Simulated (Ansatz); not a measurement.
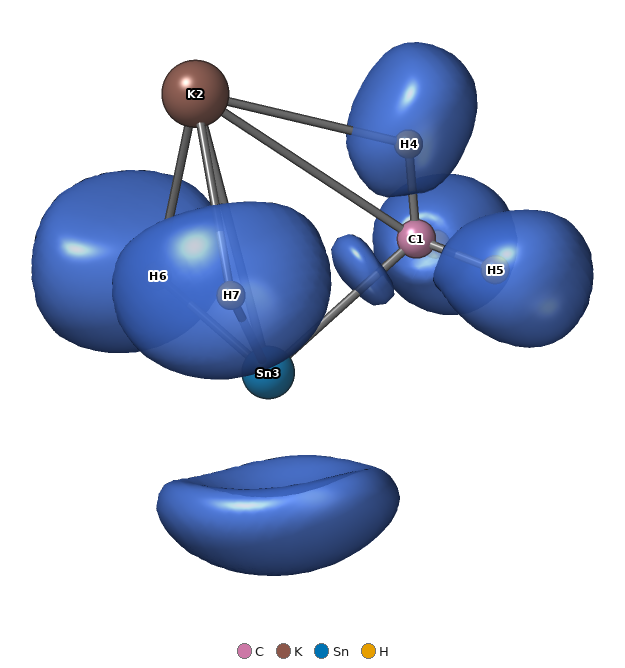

*CH5KSn. Isosurface of the electron localisation function at 0.85 (blue), seen at a tilt. Only the valence region is drawn (cores and ρ < 0.01 e/Å³ removed).*

Geometry: B3LYP-D3(BJ)/def2-SVP; core potentials replace the inner electrons of Sn.

Method: isolated molecule in a Gaussian basis; Kohn-Sham density functional theory, functional PBE0 (Ansatz 0.2.0).

```xyz
8

C    -0.7656    0.2863    0.8540
K     1.5353   -1.5928   -0.2776
Sn   -0.6898    0.5938   -1.4401
H    -0.0196   -0.3295    1.3975
H    -0.7144    1.2882    1.3108
H    -0.5261   -1.2469   -1.7160
H     1.1767    0.6558   -1.4128
H    -1.7542   -0.1362    1.0988
```

### Identify the bonds, lone pairs and shells in this picture.

The ELF exceeds this value in five regions around hydrogen nuclei, one lobe of the valence shell of C pointing towards Sn (polar bonds) and one lobe on Sn, pointing away from the bonds (lone pairs).

Values along the shortest contacts:
C–Sn (2.32 Å): the ELF peaks at about 0.95 in the valence shell of C, 0.8 Å from its nucleus, and drops to about 0.20 between the two atoms. C–K (3.18 Å): the ELF is about 0.05 at the midpoint.
